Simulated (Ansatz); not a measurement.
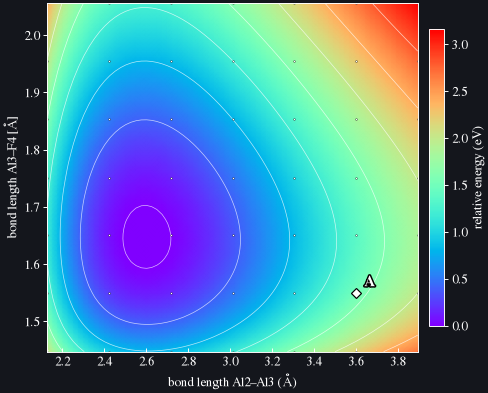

Al2F2H2, SMILES [F][AlH][AlH][F]. Coordinates scanned: (1) bond length Al2–Al3; (2) bond length Al3–F4. Nothing is relaxed (all other coordinates rigid). The grid has 7 × 7 points. Energies are in eV, from the lowest grid point. The reference is spin-restricted, which grows unreliable where a bond is stretched far. The calculation used RKS r2SCAN0-D4/def2-TZVP in Ansatz 0.2.0.

The picture shows a smooth colour map with a few white contour lines, dots at the grid points, the point A. Between grid points the surface is interpolated.

**Is A at rest? If not, where is it pushed?**

A, at bond length Al2–Al3 = 3.600 Å, bond length Al3–F4 = 1.549 Å, is not a stationary point. The computed force is 1.7 eV for each Å towards smaller values of bond length Al2–Al3 and 3.5 eV for each Å towards larger values of bond length Al3–F4.
